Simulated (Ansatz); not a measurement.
# FH4O4Ta: vertical ionisation energy, part 2 of 2

Ansatz 0.2.0, Gaussian basis; unrestricted cation, the program's frozen cores in correlated methods.

## 8. Cation, UKS B2PLYP (frozen core)/def2-TZVPP

in.yaml reads:

```yaml
crystal:
  periodic: [false, false, false]
  atoms:
    - {symbol: O, position_ang: [-1.476331, -0.563127, -1.195864]}
    - {symbol: Ta, position_ang: [-0.185573, 0.244741, -0.055310]}
    - {symbol: O, position_ang: [1.016666, -1.236081, -0.149401]}
    - {symbol: O, position_ang: [-0.162663, -0.078551, 1.847630]}
    - {symbol: O, position_ang: [1.029817, 1.451544, -0.883704]}
    - {symbol: F, position_ang: [-1.377916, 1.662640, 0.365539]}
    - {symbol: H, position_ang: [-1.397355, -1.427975, -1.600283]}
    - {symbol: H, position_ang: [1.424251, -1.838324, 0.470483]}
    - {symbol: H, position_ang: [-0.698208, 0.503346, 2.393260]}
    - {symbol: H, position_ang: [1.910410, 1.230387, -1.189350]}
basis:
  gaussian: {orbitals: def2-TZVPP}
total_charge: 1
magnetization: {spin_polarized: true, initial_magnetization: 1}
hamiltonian: {xc: {name: B2PLYP}}
```

Launch:

```
> ansatz run in.yaml --threads 2 --pin off --events-out ev --progress --plain --max-ram 32768MiB --backend cpu
```

The program printed:

```text
Functional definition: B2PLYP
  name "B2PLYP"
  cite "Grimme, J. Chem. Phys. 124, 034108 (2006) doi:10.1063/1.2148954"
  cite "Becke, Phys. Rev. A 38, 3098 (1988) doi:10.1103/PhysRevA.38.3098"
  cite "Lee, Yang & Parr, Phys. Rev. B 37, 785 (1988) doi:10.1103/PhysRevB.37.785"
  parameter a = 0.53
  parameter c = 0.27
  exchange = (1 - a)*b88_x + a*exact_x
  correlation = (1 - c)*lyp_c + c*(mp2_os + mp2_ss)
1698 factors; integrals over basis functions are off by at most 1.0e-3 eV
mean field evaluation 1: about -12480.6681 eV, gradient 7.9e1 eV
mean field evaluation 2: about -12480.8248 eV, gradient 7.8e1 eV
mean field evaluation 4: about -12498.8181 eV, gradient 1.5e1 eV
mean field evaluation 8: about -12499.7020 eV, gradient 8.7e-1 eV
mean field evaluation 16: about -12499.7965 eV, gradient 1.3e-1 eV
mean field evaluation 32: about -12499.7980 eV, gradient 8.2e-2 eV
mean field evaluation 64: about -12499.7558 eV, gradient 2.5e0 eV
mean field evaluation 96: about -12499.8795 eV, gradient 9.9e-2 eV
mean field -12499.87950949 eV, -459.3620992512 hartree, gradient 3.7e-6 eV, S^2 0.767322; 12 other end points of the search recorded, 0 dependent functions left out
5 core orbitals not correlated: weight in the atoms' cores, before any rotation towards them, 1.000 or more for the frozen orbitals, at most 0.000 for the correlated occupied ones
reference -12499.87967053 eV, -459.3621051693 hartree; 24, 23 occupied and 238, 239 virtual orbitals, 1698 factors
second order -52.87898864 eV of doubles, -0.00000000 eV of singles
Total energy: -12514.15699746 eV, -459.8867872565 hartree
```

It took 1.9 min on 2 threads of AMD EPYC 7R13, shared host; peak memory 1.1 GiB.

The neutral molecule at this level: -12525.7047 eV. Difference: 11.548 eV. ⟨S²⟩ = 0.767.

## 9. Cation, UHF-CCSD(T)/def2-TZVPP

Changes to in.yaml since step 8:

```diff
@@ -17,2 +17,3 @@
 magnetization: {spin_polarized: true, initial_magnetization: 1}
-hamiltonian: {xc: {name: B2PLYP}}
+correlation: {method: ccsd_t}
+scf: {omitted_lower_state_checks: [cluster_reference]}
```

Launch:

```
> ansatz run in.yaml --threads 2 --pin off --events-out ev --progress --plain --max-ram 32768MiB --backend cuda --devices 0, --max-vram 18GiB
```

The program printed:

```text
Functional definition: HF
  name "HF"
  cite "Fock, Z. Phys. 61, 126 (1930) doi:10.1007/BF01340294"
  parent pbe
  exchange = exact_x
  correlation = 0
these checks for a lower state are left out or cut short: cluster_reference
1698 factors; integrals over basis functions are off by at most 1.0e-3 eV
mean field evaluation 1: about -12441.4976 eV, gradient 6.1e1 eV
mean field evaluation 2: about -12441.5136 eV, gradient 6.1e1 eV
mean field evaluation 4: about -12453.4287 eV, gradient 5.5e0 eV
mean field evaluation 8: about -12454.1866 eV, gradient 7.6e0 eV
mean field evaluation 16: about -12454.6880 eV, gradient 2.7e-4 eV
mean field evaluation 32: about -12454.6831 eV, gradient 8.3e-2 eV
mean field evaluation 64: about -12454.4450 eV, gradient 2.5e-1 eV
mean field evaluation 96: about -12454.7256 eV, gradient 5.1e-1 eV
mean field evaluation 128: about -12454.2365 eV, gradient 9.3e-1 eV
mean field -12454.85992707 eV, -457.7076601126 hartree, gradient 2.2e-6 eV, S^2 0.757353; 13 other end points of the search recorded, 0 dependent functions left out
5 core orbitals not correlated: weight in the atoms' cores, before any rotation towards them, 1.000 or more for the frozen orbitals, at most 0.000 for the correlated occupied ones
reference -12454.85992707 eV, -457.7076601126 hartree; 24, 23 occupied and 238, 239 virtual orbitals, 1698 factors
second order -42.77850958 eV of doubles, -0.00000000 eV of singles
cycle   1  -41.12537934 eV  change     1.7e0 eV  update   2.2e-1
cycle   2  -42.30572464 eV  change    -1.2e0 eV  update   1.1e-1
cycle   3  -42.60753908 eV  change   -3.0e-1 eV  update   5.2e-2
cycle   4  -42.65261963 eV  change   -4.5e-2 eV  update   2.9e-2
cycle   5  -42.64653721 eV  change    6.1e-3 eV  update   2.4e-2
cycle   6  -42.66701369 eV  change   -2.0e-2 eV  update   2.2e-2
cycle   7  -42.69578281 eV  change   -2.9e-2 eV  update   1.6e-2
cycle   8  -42.71733601 eV  change   -2.2e-2 eV  update   1.1e-2
cycle   9  -42.72061532 eV  change   -3.3e-3 eV  update   6.3e-3
cycle  10  -42.73213907 eV  change   -1.2e-2 eV  update   4.6e-3
cycle  11  -42.72679311 eV  change    5.3e-3 eV  update   3.9e-3
cycle  12  -42.72891456 eV  change   -2.1e-3 eV  update   2.8e-3
cycle  13  -42.73299448 eV  change   -4.1e-3 eV  update   2.5e-3
cycle  14  -42.73165961 eV  change    1.3e-3 eV  update   1.9e-3
cycle  15  -42.73347274 eV  change   -1.8e-3 eV  update   1.8e-3
cycle  16  -42.73446036 eV  change   -9.9e-4 eV  update   1.3e-3
cycle  17  -42.73366886 eV  change    7.9e-4 eV  update   7.9e-4
cycle  18  -42.73360443 eV  change    6.4e-5 eV  update   3.4e-4
cycle  19  -42.73397039 eV  change   -3.7e-4 eV  update   1.8e-4
cycle  20  -42.73393269 eV  change    3.8e-5 eV  update   9.6e-5
cycle  21  -42.73396890 eV  change   -3.6e-5 eV  update   7.3e-5
cycle  22  -42.73395891 eV  change    1.0e-5 eV  update   4.7e-5
cycle  23  -42.73389718 eV  change    6.2e-5 eV  update   3.8e-5
cycle  24  -42.73389347 eV  change    3.7e-6 eV  update   2.1e-5
perturbative correction -1.88327707 eV, -0.0692091559 hartree
Total energy: -12499.47709762 eV, -459.3473108875 hartree
Checks for a lower state left out: cluster_reference
```

Wall time 66 s (1 × H100 (card shared with other runs) with 2 threads of AMD EPYC 7R13, shared host); peak host memory 0.9 GiB.

The neutral molecule at this level: -12511.1180 eV. Difference: 11.641 eV. ⟨S²⟩ = 0.757. T1 = 0.044 (report).

## 10. Cation, UHF-MP2/def2-QZVPP

Changes to in.yaml since step 9:

```diff
@@ -14,6 +14,6 @@
 basis:
-  gaussian: {orbitals: def2-TZVPP}
+  gaussian: {orbitals: "def2-QZVPP.json"}
 total_charge: 1
 magnetization: {spin_polarized: true, initial_magnetization: 1}
-correlation: {method: ccsd_t}
+correlation: {method: mp2}
 scf: {omitted_lower_state_checks: [cluster_reference]}
```

The command is unchanged.

The program printed:

```text
Functional definition: HF
  name "HF"
  cite "Fock, Z. Phys. 61, 126 (1930) doi:10.1007/BF01340294"
  parent pbe
  exchange = exact_x
  correlation = 0
these checks for a lower state are left out or cut short: cluster_reference
3031 factors; integrals over basis functions are off by at most 1.1e-3 eV
mean field evaluation 1: about -12441.7802 eV, gradient 6.2e1 eV
mean field evaluation 2: about -12441.7836 eV, gradient 6.2e1 eV
mean field evaluation 4: about -12453.9523 eV, gradient 5.6e0 eV
mean field evaluation 8: about -12454.7389 eV, gradient 7.3e0 eV
mean field evaluation 16: about -12455.2193 eV, gradient 6.4e-5 eV
mean field evaluation 32: about -12455.2190 eV, gradient 3.1e-1 eV
mean field evaluation 64: about -12454.9697 eV, gradient 2.3e-3 eV
mean field evaluation 96: about -12455.2544 eV, gradient 5.0e-1 eV
mean field evaluation 128: about -12452.7509 eV, gradient 1.8e1 eV
mean field -12455.38940624 eV, -457.7271181133 hartree, gradient 2.0e-6 eV, S^2 0.757466; 13 other end points of the search recorded, 0 dependent functions left out
5 core orbitals not correlated: weight in the atoms' cores, before any rotation towards them, 1.000 or more for the frozen orbitals, at most 0.000 for the correlated occupied ones
reference -12455.38940624 eV, -457.7271181133 hartree; 24, 23 occupied and 457, 458 virtual orbitals, 3031 factors
second order -46.84758542 eV of doubles, -0.00000000 eV of singles
Total energy: -12502.23699166 eV, -459.4487351229 hartree
Checks for a lower state left out: cluster_reference
```

It took 27 s on 1 × H100 (card shared with other runs) with 2 threads of AMD EPYC 7R13, shared host; peak host memory 1.1 GiB.

Less the neutral's -12514.4960 eV (earlier run), this gives 12.259 eV. ⟨S²⟩ = 0.757.

## 11. Extrapolating to the complete basis

No new run: Hartree-Fock is extrapolated as exp(−7.88√X) and correlation as X^−2.97, with X = 3 and 4; only MP2 was run in the larger set, so CCSD(T) minus MP2 is added from the smaller one.

```csv
level,energy at the limit (eV)
HF,-12455.4623
MP2,-12505.3240
CCSD,-12505.2794
CCSD(T),-12507.1627
```

The neutral's limit, from its own earlier runs, is -12519.0331 eV in the additive form (MP2 limit plus CCSD(T) minus MP2 in triple zeta), in which the cation has -12507.1627 eV.

## 12. The ladder

Differences are taken before rounding.

```csv
method,ionisation energy (eV),from CCSD(T)/CBS (eV),time
PBE-D4,10.46,-1.41,33 s
r2SCAN-D4,10.73,-1.14,65 s
PBE0-D4,11.15,-0.72,51 s
B3LYP-D4,11.11,-0.76,39 s
ωB97X-V,11.61,-0.27,2 min
ωB97M-V,11.57,-0.30,2.6 min
B2PLYP,11.55,-0.32,2.1 min
HF/def2-TZVPP,10.58,-1.29,
MP2/def2-TZVPP,12.13,+0.26,
CCSD/def2-TZVPP,11.75,-0.12,
CCSD(T)/def2-TZVPP,11.64,-0.23,72 s (GPU)
CCSD(T)/CBS,11.87,0,1.7 min (GPU)
```

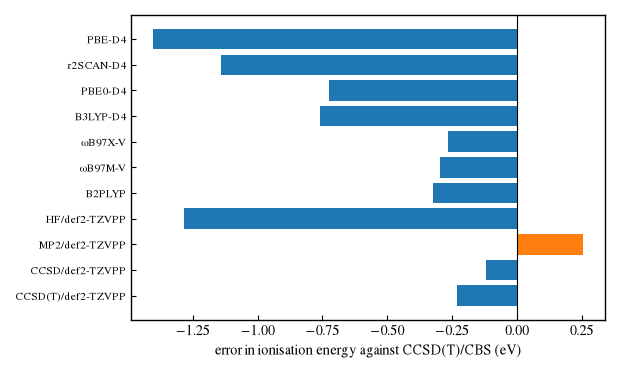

How far each level lands from CCSD(T)/CBS.

Some runs used a GPU and others CPU threads alone; cost is compared among the CPU runs only.

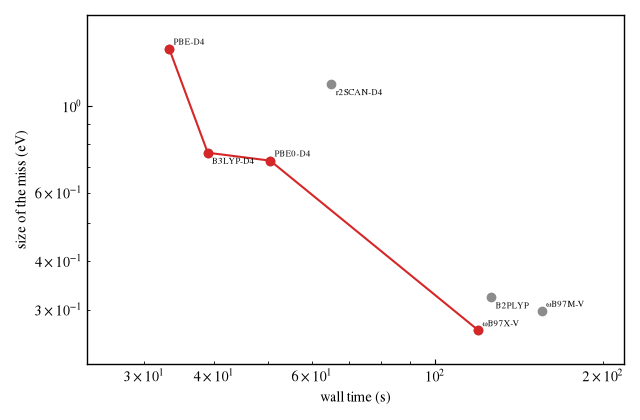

Miss against cost. Red marks the levels that no quicker level drawn beats. Times are from a shared host.

Times add the cation's run and the neutral's; HF, MP2 and CCSD come out of the CCSD(T) runs.

For comparison, −ε(HOMO) of the neutral from earlier runs:

```csv
functional,−ε(HOMO) (eV),by energy difference (eV)
LDA (SPW92),7.63,
PBE-D4,7.40,10.46
revPBE-D4,7.32,
BLYP-D4,7.31,
r2SCAN-D4,7.81,10.73
B97M-V,7.88,
PBE0-D4,9.11,11.15
B3LYP-D4,8.84,11.11
r2SCANh-D4,8.44,
r2SCAN0-D4,9.40,
HSE06-D4,8.70,
BHLYP-D4,10.77,
CAM-B3LYP-D4,10.61,
LC-ωPBE,11.96,
ωB97X-V,11.60,11.61
ωB97M-V,11.53,11.57
```

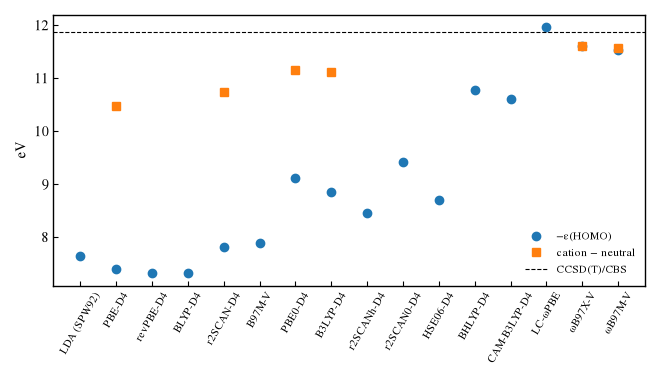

Orbital estimates and energy differences by functional.

## 13. Summary of results

This closing draws on all 2 parts.

| quantity | value |
| --- | --- |
| ionisation energy, CCSD(T)/CBS | 11.87 eV |
| nearest functional by difference | ωB97X-V (-0.27 eV) |
| nearest −ε(HOMO) | LC-ωPBE (+0.09 eV) |
| −ε(HOMO) of PBE | 7.40 eV |
| T1 of the cation | 0.044 |

Energy differences with functionals land within 1.41 eV of the reference. −ε(HOMO) of PBE misses by 4.5 eV, since self-interaction lifts the level. Among orbital estimates LC-ωPBE comes nearest. Hartree-Fock falls 1.29 eV short, as the neutral has more correlation energy than the cation. The cation's T1 (from the report) is 0.044, near the customary mark of 0.045 for open shells, so the coupled-cluster value is less safe. Correlated methods include outer-core shells of Ta, which these sets cover unevenly.

For cost: ωB97X-V gets within 0.27 eV in 2 min; the quickest level in the cost chart, PBE-D4, takes 33 s and misses by 1.41 eV.
